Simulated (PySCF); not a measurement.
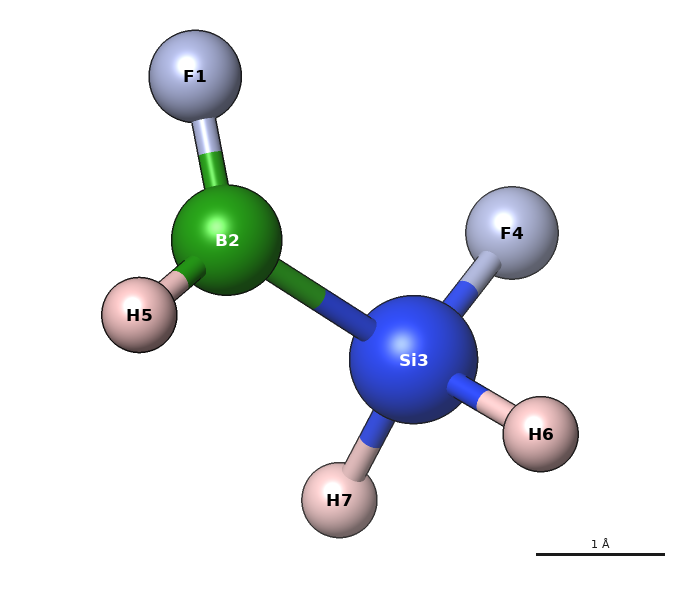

The view is orthographic, and the bar gives the scale. The geometry was computed by an optimisation with PBE0-D4/def2-TZVP. No frequency run is at hand to confirm it as a minimum.

Reconstruct the coordinates (Å) as seen: x to the right, y up, z towards the viewer, origin at the mean of the atomic positions.

```xyz
7
BF2H3Si
F   -1.12   1.82   0.47
B   -0.87   0.54   0.63
Si   0.59  -0.40  -0.42
F    1.37   0.59  -1.41
H   -1.56  -0.05   1.43
H    1.59  -0.99   0.52
H    0.01  -1.51  -1.23
```
